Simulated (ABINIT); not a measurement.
# Quasiparticle gap of SrTiO3 (Tausonite) in ABINIT

How does a plane-wave GW calculation on SrTiO3 (Tausonite) run from the first input to the gap?

Main program and level: ABINIT 10.8.3; PBE and many-body steps on it, plane waves.

**Experimental background.**

- Gap 3.77 eV: direct gap (M0 critical point); spectroscopic ellipsometry, second-derivative fit; 300 K; bulk crystal (commercial single crystal) (“Optical probe of ferroelectric order in bulk and thin film perovskite titanates”, 2013, arxiv:1309.1245).

Report form: the programs' logs are mostly left out.

## (1) Starting point

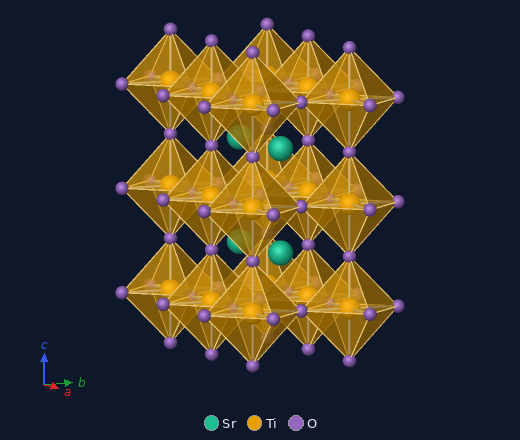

The cell as given, slightly off an axis (strontium teal, titanium orange, oxygen purple). 2×1×2 cells are drawn. Some periodic images of atoms are drawn too.

Structure file:

```cif
data_structure
_symmetry_space_group_name_H-M 'Pm-3m'
_symmetry_Int_Tables_number 221
_cell_length_a 3.9053
_cell_length_b 3.9053
_cell_length_c 3.9053
_cell_angle_alpha 90.000
_cell_angle_beta 90.000
_cell_angle_gamma 90.000
_cell_volume 59.56
loop_
_atom_site_label
_atom_site_type_symbol
_atom_site_symmetry_multiplicity
_atom_site_Wyckoff_symbol
_atom_site_fract_x
_atom_site_fract_y
_atom_site_fract_z
_atom_site_occupancy
Sr1 Sr 1 b 0.50000 0.50000 0.50000 1
Ti1 Ti 1 a 0.00000 0.00000 0.00000 1
O1 O 3 d 0.50000 0.00000 0.00000 1
```

The cell and positions come from the Crystallography Open Database and are kept as given unless a step says otherwise.

## (2) Ground state

This step: ABINIT 10.8.3; DFT, PBE, plane waves, norm-conserving pseudopotentials.

The ground-state density comes first.

run.abi

```
acell 3*1.0 Angstrom
rprim 
  3.905280000000 0.000000000000 0.000000000000
  0.000000000000 3.905280000000 0.000000000000
  0.000000000000 0.000000000000 3.905280000000
ntypat 3
znucl 38 22 8
natom 5
typat 1 2 3 3 3
xred 
  0.500000000000 0.500000000000 0.500000000000
  0.000000000000 0.000000000000 0.000000000000
  0.500000000000 0.000000000000 0.000000000000
  0.000000000000 0.500000000000 0.000000000000
  0.000000000000 0.000000000000 0.500000000000
pp_dirpath "pseudos"
pseudos "Sr.upf, Ti.upf, O.upf"
ecut 38
ngkpt 6 6 6
nshiftk 1
shiftk 0 0 0
kptopt 1
chksymbreak 0
nband 26
occopt 1
tolvrs 1e-10
nstep 60
prtwf 0
indata_prefix "in"
outdata_prefix "out"
tmpdata_prefix "tmp"
```

The run is started by

```sh
$ OMP_NUM_THREADS=1 mpirun -n 4 abinit run.abi > log
```

Wall time 32 s (4 MPI ranks of Arm Neoverse V2, shared host); peak memory 0.34 GiB.

Numbers from this step:

```yaml
total_energy: -3905.9454 eV
gap: 1.908 eV
k_of_the_valence_top: 0.5, 0.5, 0.5
k_of_the_conduction_bottom: 0, 0, 0
least_direct_gap: 2.263 eV
pressure: 3.441 GPa
```

The gap is indirect, with the least direct gap 0.36 eV higher.

The cutoff was set for levels, not for stress, so the pressure can be off by some GPa.

## (3) Empty states on the mesh, 4×4×4 mesh, 184 bands

The sums over transitions need many empty states on a uniform mesh; this step solves for them.

Changes to run.abi since step 2:

```diff
@@ -18,3 +18,3 @@
 ecut 38
-ngkpt 6 6 6
+ngkpt 4 4 4
 nshiftk 1
@@ -23,7 +23,10 @@
 chksymbreak 0
-nband 26
+irdden 1
+istwfk *1
+nband 184
+prtvol 0
+optdriver 6
+gwr_task "HDIAGO"
+paral_kgb 0
 occopt 1
-tolvrs 1e-10
-nstep 60
-prtwf 0
 indata_prefix "in"
```

Wall time 2.8 min (4 MPI ranks); peak memory 4.6 GiB; 11 min of CPU time.

This step gave:

```
gap                                                           : 1.908 eV
k of the valence top                                          : 0.5, 0.5, 0.5
k of the conduction bottom                                    : 0, 0, 0
least direct gap                                              : 2.263 eV
k points computed                                             : 10
lowest point of the top converged band, above the valence top : 95.6501 eV
```

On this mesh the gap is 1.908 eV.

## (4) Screening, 4×4×4 mesh, 176 bands, screening to 163.3 eV

The RPA dielectric matrix is built and inverted for each q.

This step: RPA screening on PBE, plane waves, norm-conserving pseudopotentials.

Changes to run.abi since step 3:

```diff
@@ -23,10 +23,11 @@
 chksymbreak 0
-irdden 1
 istwfk *1
-nband 184
-prtvol 0
-optdriver 6
-gwr_task "HDIAGO"
-paral_kgb 0
 occopt 1
+irdwfk 1
+optdriver 3
+nband 176
+ecuteps 6
+inclvkb 2
+awtr 1
+symchi 1
 indata_prefix "in"
```

Run time: 1.8 min. Hardware: 4 MPI ranks; peak memory 1.6 GiB.

Numbers from this step:

```
ε∞ with local fields, on this mesh, along the program's q direction : 6.404
the same without local fields                                       : 6.775
plasma frequency                                                    : 30.43 eV
plane waves in the screening matrix                                 : 257
```

Local fields lower ε∞ by 5 %. On a Γ-centred mesh this coarse the value itself is usually too large, while a short band sum pulls it down.

## (5) Self-energy, 4×4×4 mesh, 176 bands, screening to 163.3 eV

The self-energy is evaluated for the states that the input lists, and the levels follow from it, in one-shot runs by the linearised quasiparticle equation.

This step: G0W0 on PBE, plane waves, norm-conserving pseudopotentials.

Changes to run.abi since step 4:

```diff
@@ -26,8 +26,17 @@
 irdwfk 1
-optdriver 3
+optdriver 4
 nband 176
+gwcalctyp 0
+ecutsigx 38
+symsigma 1
+nkptgw 2
+kptgw 
+  0.5000000000 0.5000000000 0.5000000000
+  0.0000000000 0.0000000000 0.0000000000
+bdgw 
+  18 23
+  18 23
 ecuteps 6
-inclvkb 2
-awtr 1
-symchi 1
+irdscr 1
+ppmodel 1
 indata_prefix "in"
```

Elapsed: 18 s, on 4 MPI ranks; peak memory 1.4 GiB; 70 s of CPU time.

This step gave:

- G0W0 gap on the points computed: 3.471 eV
- starting gap on the mesh: 1.908 eV
- k of the valence top: 0.5, 0.5, 0.5
- k of the conduction bottom: 0, 0, 0
- Z at the valence top: 0.769
- Z at the conduction bottom: 0.782
- least direct G0W0 gap on the computed points: 3.837 eV

The gap on the mesh goes from 1.91 eV to 3.47 eV, a correction of +1.56 eV.

Limits: finite bands, cutoff and mesh; no spin-orbit coupling; coarse k mesh. v1 is the top filled band, c1 the lowest empty one. Levels before and after the correction, in eV, zero at the valence-band top of each column:

```tsv
	conduction bottom	valence top
Kohn-Sham	1.91	0.00
G0W0	3.47	0.00
```

```tsv
	level	energy (eV)
Kohn-Sham	(0.5 0.5 0.5) v3-v1	0.000
Kohn-Sham	(0.5 0.5 0.5) c1-c3	4.517
Kohn-Sham	Γ v3-v1	-0.355
Kohn-Sham	Γ c1-c3	1.908
G0W0	(0.5 0.5 0.5) v3-v1	0.000
G0W0	(0.5 0.5 0.5) c1-c3	6.394
G0W0	Γ v3-v1	-0.366
G0W0	Γ c1-c3	3.471
```

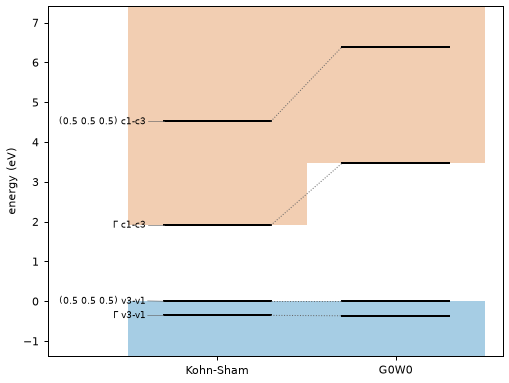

Levels before and after the correction. Shaded: valence and conduction bands.

## (6) Where the time went

Times are wall times on 4 MPI ranks of Arm Neoverse V2, shared host, good to a factor of about two.

```tsv
step	time	share	memory (GiB)
ground state	32 s	10 %	0.34
empty states on the mesh	2.8 min	52 %	4.6
screening	1.8 min	33 %	1.6
self-energy	18 s	5 %	1.4
```

## (7) Results

| Item | Value |
| --- | --- |
| PBE gap | 1.91 eV, indirect |
| G0W0 gap on the mesh | 3.47 eV |
| GW settings | 4×4×4 mesh, 176 bands, screening to 163.3 eV, Godby-Needs plasmon pole |
| known limits | not at the basis limit; no spin-orbit coupling; coarse k mesh |

**Reading.** G0W0 moves the gap on the mesh from 1.91 eV to 3.47 eV (+1.56 eV), with Z of 0.77 and 0.78 at the edges. Local fields lower the RPA ε∞ on this mesh from 6.77 to 6.40; a Γ-centred mesh this coarse tends to raise both, most where the direct gap is narrow, while a short band sum lowers them. Only 2 of the mesh's irreducible points were corrected, so a valley elsewhere could overtake. The dearest step here is «empty states on the mesh». Against experiment, by G0W0@PBE: the direct gap of 3.84 eV lies +0.07 eV from the measured 3.77 eV (direct, 300 K, 2013). An exciton line or allowed optical edge lies below the quasiparticle gap by the binding energy; a forbidden edge can push the onset above it. The calculation has static nuclei and no excitons; a measured gap holds zero-point and thermal motion, which mostly lowers it. Bands and cutoff are finite, so the gap is not at the basis limit. The miss can reach some tenths of an eV and take either sign; the mesh is an error of its own. In the G0W0 run levels were corrected at 2 k points alone, so a gap called «on the mesh» is the least over those, and an edge elsewhere would be missed. The 4×4×4 mesh is coarse for this cell, which bears on the long-range parts of exchange and screening. This is the ideal cubic cell; many perovskites, halides above all, are cubic only on average, and local tilts or off-centring can widen the gap. The many-body steps are scalar-relativistic: spin-orbit coupling is not in them.

[Paths, hosts, dates, memory and timing lines, banners, echoed tables and standing remarks are left out of the program output.]

[Logs are printed without paths, hosts, clocks, repeated set-up lines and the standing remarks that a program may print on its own settings, such as how far it seeks lower states.]

[Runs of the session that timed out or met a known fault of the program may be left out.]

[Hosts, paths, dates, database ids (printed as entryN), source tags and the programs' standing remarks are cut or masked in the printed files.]

[G0W0 gaps are taken among the corrected bands and points alone; a level outside them can change the order at an edge.]

[Where Ansatz stands beside ABINIT at settings called matched, ABINIT's density can come from a denser mesh and the files from another edition; pairs whose starting gaps differed by over 0.03 eV were left out, so agreement reads better than it is.]
